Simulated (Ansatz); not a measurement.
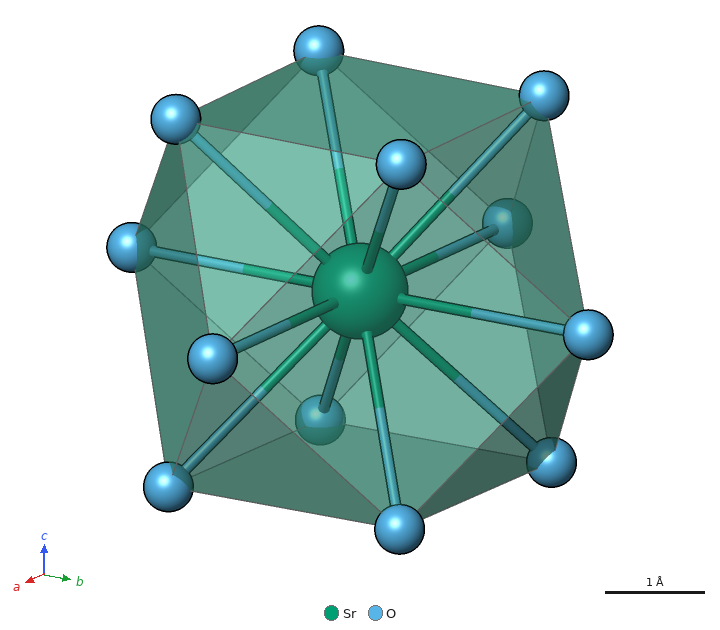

Coordination of Sr in SrTiO₃ (I4/mcm). The shape measure S (0 to 100) is the computed least-squares distance from an ideal polyhedron; S = 0 means ideal. The structure is the input geometry of an electronic-structure calculation and need not be at equilibrium.

Q: Name the coordination polyhedron and say how regular it is.

A: SrO12: an essentially ideal cuboctahedron (coordination number 12, S = 0.01; next best icosahedron, S = 5.3).

Q: Does the central atom sit at the centroid of its ligands?

A: Yes, to within 0.01 Å; the site symmetry is -42m.

Q: How long are the bonds?

A: 4 × Sr–O 2.73 Å, 4 × Sr–O 2.76 Å and 4 × Sr–O 2.78 Å. The next neighbour, not counted, lies at 3.38 Å.
